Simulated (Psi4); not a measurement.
Single-point calculation of C2H4Si (part 2 of 3)

C2H4Si, SMILES C#C[SiH3]; CASSCF/3-21G, RHF, DKH3 (Psi4 1.11). The geometry comes from this level: PBE0-D4/def2-TZVP (4 decimals).

Geometry of the input (Å):
```
C  -0.5807  -1.8714  0.1722
C  -0.2185  -0.7265  0.0624
Si 0.3298  1.0043  -0.1038
H  -0.9010  -2.8835  0.2693
H  -0.0945  1.5283  -1.4250
H  -0.2817  1.8181  0.9749
H  1.8079  1.0629  0.0044
```

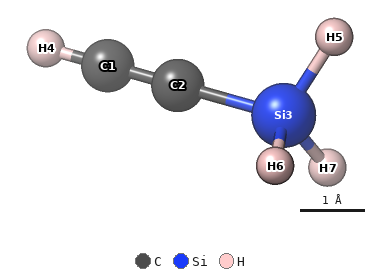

**Figure 1.** The structure as given in the input (ball-and-stick view, seen at a tilt; atoms are numbered from 1 in the order of the input).

**Output, continued**
```
 1    C1 s          0.0370252   -0.0000020    0.0000046   -0.0000146   -0.0000036
 2    C1 s         -0.0530990    0.0000004   -0.0000073    0.0000216    0.0000055
 3    C1 px        -0.0479209    0.0781286    0.0354488    0.2734002    0.1501747
 4    C1 py        -0.1515218   -0.0280485   -0.0033092   -0.1007277   -0.0197087
 5    C1 pz         0.0145213   -0.0346393    0.0826303   -0.1485077    0.2898331
 6    C1 s          0.1190032    0.0000120    0.0000267   -0.0000253   -0.0000153
 7    C1 px         0.0073084    0.0697941    0.0316751    0.2714985    0.1491350
 8    C1 py         0.0231230   -0.0250399   -0.0029270   -0.1001066   -0.0195963
 9    C1 pz        -0.0022218   -0.0309431    0.0738087   -0.1474811    0.2878447
 10   C2 s         -0.0802882    0.0000111   -0.0000101    0.0000240    0.0000074
 11   C2 s          0.0582880   -0.0000117    0.0000062   -0.0000294   -0.0000082
 12   C2 px         0.0914928    0.1052776    0.0477819    0.2643785    0.1452203
 13   C2 py         0.2890292   -0.0377992   -0.0044028   -0.0974665   -0.0190795
 14   C2 pz        -0.0277444   -0.0466766    0.1113324   -0.1436118    0.2802861
 15   C2 s          0.2697760   -0.0000508    0.0000288   -0.0000184   -0.0000090
 16   C2 px         0.1289036    0.0940133    0.0426812    0.2803174    0.1539795
 17   C2 py         0.4071911   -0.0337483   -0.0038964   -0.1033994   -0.0202531
 18   C2 pz        -0.0390820   -0.0416816    0.0994169   -0.1522730    0.2972060
 19   SI3 s        -0.0110150    0.0000005   -0.0000024   -0.0000002    0.0000002
 20   SI3 s         0.0576150   -0.0000033    0.0000132    0.0000013   -0.0000016
 21   SI3 px        0.0464095   -0.1452581   -0.0658917    0.0368442    0.0202438
 22   SI3 py        0.1464578    0.0522074    0.0061448   -0.0135920   -0.0026625
 23   SI3 pz       -0.0140400    0.0644070   -0.1535931   -0.0200152    0.0390752
 24   SI3 s        -0.0894081    0.0000008   -0.0000156   -0.0000019    0.0000000
 25   SI3 px       -0.0763569    0.2818587    0.1278594   -0.0782255   -0.0429815
 26   SI3 py       -0.2409581   -0.1013001   -0.0119173    0.0288614    0.0056527
 27   SI3 pz        0.0230926   -0.1249747    0.2980329    0.0424951   -0.0829634
 28   SI3 s        -0.2100748    0.0000093   -0.0000763   -0.0000166    0.0000284
 29   SI3 px       -0.0136542    0.1032319    0.0468406    0.0009458    0.0005077
 30   SI3 py       -0.0431143   -0.0371017   -0.0043688   -0.0003531   -0.0000626
 31   SI3 pz        0.0041316   -0.0457730    0.1091863   -0.0005166    0.0009821
 32   H4 s          0.0658187    0.0000025    0.0000069   -0.0000084   -0.0000028
 33   H4 s          0.0874368    0.0000093    0.0000138   -0.0000279   -0.0000095
 34   H5 s         -0.1017229   -0.0037440   -0.2253363   -0.0057721    0.0963558
 35   H5 s         -0.1217355   -0.0060036   -0.3612533   -0.0121133    0.2022325
 36   H6 s         -0.1017901   -0.1932737    0.1158851    0.0863125   -0.0431782
 37   H6 s         -0.1218255   -0.3098419    0.1857927    0.1811660   -0.0906298
 38   H7 s         -0.1017837    0.1970160    0.1093956   -0.0805492   -0.0531691
 39   H7 s         -0.1218295    0.3158497    0.1753950   -0.1690593   -0.1115953

            Ene    -0.5542742   -0.4999568   -0.4999355   -0.4017934   -0.4017903
            Sym             A            A            A            A            A
            Occ             2            2            2            2            2

                           16           17           18           19           20

 1    C1 s          0.0000016   -0.0000044    0.0154866    0.0000494    0.0001562
 2    C1 s         -0.0000061   -0.0000035   -0.0248654   -0.0000236   -0.0001507
 3    C1 px         0.1165203    0.2097751   -0.0036624    0.0310983    0.1479907
 4    C1 py        -0.0155387   -0.0774527   -0.0114420    0.0051314   -0.0494336
 5    C1 pz         0.2224261   -0.1153052    0.0010531    0.1553729   -0.0279732
 6    C1 s          0.0001485    0.0000979    0.4460288   -0.0005183   -0.0011493
 7    C1 px         0.2529067    0.4552559    0.1443698    0.1297975    0.6179114
 8    C1 py        -0.0335941   -0.1680400    0.4567623    0.0215968   -0.2052093
 9    C1 pz         0.4826651   -0.2502223   -0.0438969    0.6483215   -0.1168630
 10   C2 s         -0.0000239   -0.0000297   -0.0863582   -0.0000289   -0.0001159
 11   C2 s          0.0000072    0.0000090    0.0182691    0.0000347    0.0001187
 12   C2 px        -0.0762458   -0.1372698    0.0236878   -0.0545719   -0.2598490
 13   C2 py         0.0101926    0.0507266    0.0746720   -0.0089324    0.0869703
 14   C2 pz        -0.1455526    0.0754498   -0.0071385   -0.2728456    0.0491230
 15   C2 s          0.0001372    0.0002411    0.5733633   -0.0000344   -0.0001902
 16   C2 px        -0.1616660   -0.2911671    0.2807964   -0.1803241   -0.8587665
 17   C2 py         0.0218024    0.1076044    0.8867686   -0.0293710    0.2878612
 18   C2 pz        -0.3087432    0.1600371   -0.0850244   -0.9018530    0.1623348
 19   SI3 s         0.0000001   -0.0000113    0.0012859   -0.0000157   -0.0000683
 20   SI3 s         0.0000007    0.0000512   -0.0019441    0.0000734    0.0003102
 21   SI3 px        0.0354787    0.0638556   -0.0253460   -0.0055982   -0.0266523
 22   SI3 py       -0.0047666   -0.0236484   -0.0799323   -0.0009022    0.0088797
 23   SI3 pz        0.0677495   -0.0351041    0.0076742   -0.0279857    0.0050346
 24   SI3 s         0.0000034   -0.0001633    0.0291545   -0.0002256   -0.0010480
 25   SI3 px       -0.0749645   -0.1349347    0.0579839   -0.0023381   -0.0111358
 26   SI3 py        0.0100782    0.0499761    0.1828809   -0.0004188    0.0038608
 27   SI3 pz       -0.1431553    0.0741796   -0.0175531   -0.0116931    0.0021129
 28   SI3 s        -0.0001426    0.0000534   -0.1928098   -0.0001255   -0.0007487
 29   SI3 px       -0.4492942   -0.8088806    0.4658056    0.3012149    1.4345826
 30   SI3 py        0.0602990    0.2992343    1.4691275    0.0492788   -0.4808261
 31   SI3 pz       -0.8579223    0.4446534   -0.1409996    1.5062861   -0.2712218
 32   H4 s          0.0000070   -0.0000061    0.0390638    0.0000382    0.0000868
 33   H4 s          0.0000662   -0.0000202    0.3213794    0.0008024    0.0022458
 34   H5 s         -0.0898712    0.0058174   -0.0374095    0.0426034    0.0102971
 35   H5 s         -0.8544814    0.0551958   -0.3754679    0.9434233    0.2271381
 36   H6 s          0.0398994   -0.0807206   -0.0374255   -0.0301345    0.0318530
 37   H6 s          0.3793175   -0.7675901   -0.3756140   -0.6675555    0.7045742
 38   H7 s          0.0499536    0.0749217   -0.0374569   -0.0124300   -0.0419293
 39   H7 s          0.4749615    0.7123056   -0.3759984   -0.2754066   -0.9294902

            Ene     0.1566815    0.1566894    0.1727454    0.2870022    0.2870180
            Sym             A            A            A            A            A
            Occ             0            0            0            0            0

                           21           22           23           24           25

 1    C1 s          0.1135359    0.0323095    0.0408920    0.0000234   -0.0000011
 2    C1 s         -0.0641058   -0.0079279   -0.0629970    0.0000186    0.0000266
 3    C1 px         0.0434605    0.0497776   -0.0304801    0.0757977    0.0059704
 4    C1 py         0.1380510    0.1570730   -0.0961313   -0.0232136   -0.0094459
 5    C1 pz        -0.0132658   -0.0150885    0.0092243    0.0085139   -0.0789382
 6    C1 s         -1.0213446   -0.1607883   -1.5487179   -0.0008871   -0.0000149
 7    C1 px         0.3598946    0.3193552   -0.3314576    0.0754351    0.0059426
 8    C1 py         1.1404072    1.0082201   -1.0472173   -0.0239934   -0.0095427
 9    C1 pz        -0.1094917   -0.0967874    0.1004278    0.0085639   -0.0788044
 10   C2 s         -0.0647610    0.0630503   -0.0014471   -0.0000521   -0.0000156
 11   C2 s          0.0871574    0.0185575   -0.0788750    0.0000021    0.0000206
 12   C2 px        -0.0180480   -0.0553774    0.0122784   -0.0591172   -0.0046631
 13   C2 py        -0.0584241   -0.1745542    0.0385191    0.0181045    0.0073794
 14   C2 pz         0.0056358    0.0167745   -0.0036920   -0.0066292    0.0615558
 15   C2 s         -0.2800758   -1.4472014    0.8720490    0.0013837    0.0003007
 16   C2 px         0.1026283    0.0463315   -0.4804569   -0.0269482   -0.0021029
 17   C2 py         0.3199989    0.1480930   -1.5190152    0.0075962    0.0034262
 18   C2 pz        -0.0305636   -0.0140920    0.1457188   -0.0029221    0.0278310
 19   SI3 s        -0.0298405    0.0532917   -0.0347921    0.0000140    0.0000087
 20   SI3 s         0.1478544   -0.2712164    0.0206349    0.0000073    0.0000094
 21   SI3 px        0.0007017   -0.0169624   -0.0108636   -0.3233272   -0.0254402
 22   SI3 py        0.0021020   -0.0535758   -0.0339864    0.0988362    0.0403836
 23   SI3 pz       -0.0002052    0.0051577    0.0033479   -0.0362896    0.3366723
 24   SI3 s        -0.3808334    0.6337470   -1.4505859    0.0007201    0.0004647
 25   SI3 px        0.0019443    0.0793801   -0.0063642    1.2457516    0.0980238
 26   SI3 py        0.0060071    0.2507546   -0.0213090   -0.3808830   -0.1555965
 27   SI3 pz       -0.0005591   -0.0241085    0.0017492    0.1398268   -1.2971913
 28   SI3 s        -0.7451406    1.1874484    3.6385537   -0.0011584   -0.0011754
 29   SI3 px       -0.0382250   -0.0874713   -0.0269149   -0.8263320   -0.0649477
 30   SI3 py       -0.1136344   -0.2776266   -0.0825107    0.2525785    0.1031438
 31   SI3 pz        0.0106365    0.0266619    0.0080862   -0.0928411    0.8605414
 32   H4 s          0.0824278    0.0086413    0.0008800    0.0000354    0.0000101
 33   H4 s          1.9136708    1.2183572   -0.3503622   -0.0004128   -0.0000662
 34   H5 s          0.0420015   -0.0597521   -0.0849705   -0.0301371    0.0526263
 35   H5 s          0.4592900   -0.7071237   -0.8307436    0.1437365   -0.2497728
 36   H6 s          0.0420100   -0.0597572   -0.0849833   -0.0304084   -0.0524127
 37   H6 s          0.4594359   -0.7071603   -0.8306172    0.1451672    0.2497663
 38   H7 s          0.0420949   -0.0597624   -0.0849637    0.0606962   -0.0001200
 39   H7 s          0.4613853   -0.7075097   -0.8303693   -0.2882653    0.0009539

            Ene     0.2892063    0.3247407    0.4179511    0.4798203    0.4798217
            Sym             A            A            A            A            A
            Occ             0            0            0            0            0

                           26           27           28           29           30

 1    C1 s          0.0561264    0.1056231    0.0000037    0.0000088   -0.0000015
 2    C1 s         -0.0959471    0.3318674    0.0000317    0.0000709    0.0000176
 3    C1 px        -0.0634691    0.0239443    0.6020085    0.6689053    0.1120883
 4    C1 py        -0.2004099    0.0759385   -0.1217890   -0.2699934    0.0165583
 5    C1 pz         0.0192309   -0.0072552    0.7161898   -0.6081692    0.5420830
 6    C1 s         -1.1438052   -3.8579229   -0.0000330   -0.0001042    0.0001669
 7    C1 px        -0.3421527   -1.1676108   -0.5082941   -0.5648046   -0.1745220
 8    C1 py        -1.0806053   -3.6911383    0.1027760    0.2278205   -0.0256979
 9    C1 pz         0.1037256    0.3539593   -0.6046765    0.5134943   -0.8442061
 10   C2 s         -0.1043247   -0.0735765    0.0000019    0.0000050    0.0000040
 11   C2 s         -0.0091362    0.1704839   -0.0000086   -0.0000263    0.0000066
 12   C2 px         0.0475733   -0.1510875    0.3115271    0.3461006   -0.2039311
 13   C2 py         0.1499172   -0.4769881   -0.0630782   -0.1398360   -0.0301166
 14   C2 pz        -0.0144235    0.0458010    0.3706440   -0.3147036   -0.9864058
 15   C2 s          1.8373952    4.3160128    0.0000248    0.0000783   -0.0001278
 16   C2 px        -0.2290930   -0.8613728   -0.2561920   -0.2846448    0.2711775
 17   C2 py        -0.7253326   -2.7225219    0.0518445    0.1148963    0.0401842
 18   C2 pz         0.0694358    0.2611198   -0.3047939    0.2588029    1.3114390
 19   SI3 s        -0.0015781    0.0136793    0.0000004   -0.0000000   -0.0000011
 20   SI3 s         0.0631021   -0.0203262   -0.0000034   -0.0000069    0.0000000
 21   SI3 px       -0.0965345    0.0313034    0.0027626    0.0030659    0.0020722
 22   SI3 py       -0.3051998    0.0986585   -0.0005593   -0.0012307    0.0002996
 23   SI3 pz        0.0292930   -0.0094885    0.0032863   -0.0027860    0.0100294
 24   SI3 s         0.3779990    0.5436297   -0.0000024   -0.0000491   -0.0000563
 25   SI3 px        0.3414318   -0.1837578   -0.0244766   -0.0271835   -0.0135890
 26   SI3 py        1.0796260   -0.5793262    0.0049560    0.0109504   -0.0019695
 27   SI3 pz       -0.1036219    0.0557010   -0.0291216    0.0247121   -0.0657955
 28   SI3 s        -0.8239125    0.2568348    0.0000456    0.0001654   -0.0000269
 29   SI3 px       -0.2356686    0.0222267    0.1971956    0.2190801   -0.1086531
 30   SI3 py       -0.7441969    0.0704307   -0.0399674   -0.0885813   -0.0160691
 31   SI3 pz        0.0715992   -0.0067479    0.2346180   -0.1992036   -0.5255903
 32   H4 s          0.0710905    0.6141021    0.0000663    0.0001510    0.0000048
 33   H4 s         -0.6063548   -2.0658493   -0.0000897   -0.0002117   -0.0000046
 34   H5 s          0.0694064   -0.0097551    0.0599832   -0.0179508    0.0756219
 35   H5 s          0.1385036   -0.0654592    0.0887123   -0.0265088   -0.3525022
 36   H6 s          0.0694316   -0.0097124   -0.0144874    0.0609236   -0.0530637
 37   H6 s          0.1382346   -0.0655697   -0.0213926    0.0900569    0.2473541
 38   H7 s          0.0693599   -0.0098243   -0.0455148   -0.0430154   -0.0225554
 39   H7 s          0.1387611   -0.0652661   -0.0673214   -0.0636028    0.1051798

            Ene     0.5326929    0.7914279    0.9879118    0.9879136    1.1419382
            Sym             A            A            A            A            A
            Occ             0            0            0            0            0

                           31           32           33           34           35

 1    C1 s          0.0000295    0.0631102    0.0559397    0.0422633   -0.0002306
 2    C1 s         -0.0003042   -0.5628379   -0.5886355   -0.4569798    0.0024961
 3    C1 px         0.5160816   -0.1282253    0.2592582   -0.0541293    0.0553841
 4    C1 py        -0.1733650   -0.4043252    0.8191361   -0.1564322   -0.0091052
 5    C1 pz        -0.1013943    0.0388611   -0.0785967    0.0189727    0.0762690
 6    C1 s         -0.0024672   -3.5572020   -1.8429383   -1.5427555    0.0086424
 7    C1 px        -0.8042067   -0.5732690   -1.5287734   -0.4111114   -0.0649346
 8    C1 py         0.2684696   -1.8143765   -4.8314096   -1.3177827    0.0193157
 9    C1 pz         0.1580606    0.1738055    0.4634525    0.1215065   -0.0937995
 10   C2 s         -0.0000479   -0.0437417   -0.0199093   -0.0464794    0.0002634
 11   C2 s         -0.0001822   -0.3753836    0.1260079   -0.1447526    0.0008444
 12   C2 px        -0.9392015    0.0739005    0.0278015    0.0250306   -0.0114270
 13   C2 py         0.3151984    0.2315897    0.0879604    0.0753768    0.0016488
 14   C2 pz         0.1845591   -0.0223848   -0.0084247   -0.0081129   -0.0156413
 15   C2 s          0.0020910    3.2273425    4.1126028    2.2159409   -0.0122556
 16   C2 px         1.2480113   -1.2246627   -0.7650748   -0.5460602   -0.0179133
 17   C2 py        -0.4212922   -3.8671399   -2.4186458   -1.7300630    0.0134194
 18   C2 pz        -0.2451670    0.3712244    0.2319231    0.1645537   -0.0298918
 19   SI3 s         0.0000132    0.0152917   -0.0015666    0.0278990   -0.0001632
 20   SI3 s        -0.0000231   -0.0026661    0.0308514   -0.0501617    0.0003094
 21   SI3 px        0.0095893    0.0626784    0.0038189   -0.0001108    0.0706194
 22   SI3 py       -0.0031029    0.1978063    0.0121092    0.0178819   -0.0130477
 23   SI3 pz       -0.0018870   -0.0189983   -0.0011569    0.0033170    0.0979262
 24   SI3 s         0.0005316    0.8625012    0.1766396    0.9743595   -0.0055942
 25   SI3 px       -0.0628705   -0.3826696   -0.0681297   -0.0976779   -0.1764378
 26   SI3 py        0.0203938   -1.2077084   -0.2149818   -0.3539637    0.0344270
 27   SI3 pz        0.0123764    0.1159943    0.0206508    0.0213795   -0.2455882
 28   SI3 s         0.0004358    1.3371751    0.6292658   -1.9176332    0.0112943
 29   SI3 px       -0.5004281    0.1276952   -0.0147968   -0.1092784    0.4911505
 30   SI3 py        0.1681236    0.4036487   -0.0453567   -0.2179036   -0.0887456
 31   SI3 pz        0.0983467   -0.0387314    0.0044787    0.0559734    0.6800177
 32   H4 s         -0.0001159   -0.0886240   -0.5430636   -0.1449601    0.0008249
 33   H4 s         -0.0000594   -0.3401412   -2.3071414   -0.4278917    0.0021466
 34   H5 s          0.0176139    0.3498543    0.0983702   -0.7197472   -1.0931770
 35   H5 s         -0.0821932   -0.6886355   -0.2294112    1.1964633    1.3977777
 36   H6 s          0.0566953    0.3499026    0.0986309   -0.6326652    0.3467201
 37   H6 s         -0.2644446   -0.6887813   -0.2298132    1.0850018   -0.4454629
 38   H7 s         -0.0742186    0.3497117    0.0979571   -0.7448798    0.7586713
 39   H7 s          0.3461803   -0.6883784   -0.2287882    1.2287123   -0.9728418
```
